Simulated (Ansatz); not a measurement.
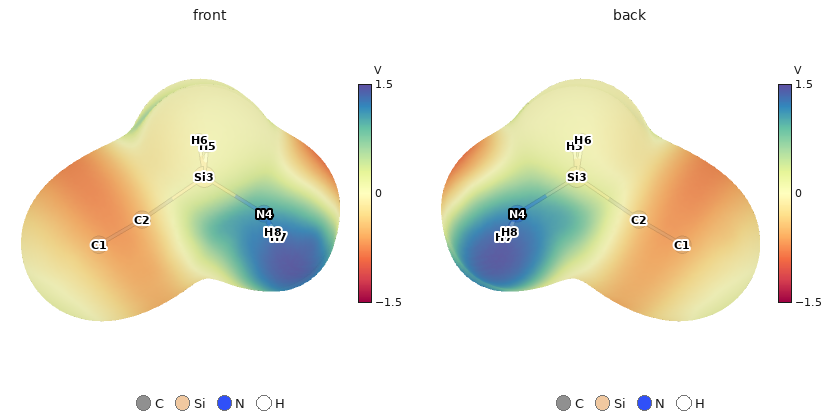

Figure 1: C2H4NSi (SMILES [C]#C[SiH2]N) (doublet). The molecular electrostatic potential painted on the density surface at 0.001 e/bohr³, seen from the front and from behind; red is negative and blue positive.

Theory: UKS B3LYP-D4/def2-SVP (Ansatz 0.2.0).

```yaml
atoms:
  - { symbol: C, position_ang: [2.2452, -1.0659, 1.4957] }
  - { symbol: C, position_ang: [1.3514, -0.4527, 0.9170] }
  - { symbol: Si, position_ang: [0.0558, 0.5893, 0.0943] }
  - { symbol: N, position_ang: [-1.0829, -0.3154, -0.8394] }
  - { symbol: H, position_ang: [0.7618, 1.5313, -0.8135] }
  - { symbol: H, position_ang: [-0.6827, 1.3015, 1.1701] }
  - { symbol: H, position_ang: [-0.7888, -0.7454, -1.7118] }
  - { symbol: H, position_ang: [-1.7678, -0.8998, -0.3682] }
```

### Where is the surface potential most negative and most positive?

The most negative region (about −0.8 V, or −18 kcal/mol for a unit charge) lies over N4, the most positive (about +1.4 V, or +32 kcal/mol for a unit charge) over H7 and H8.
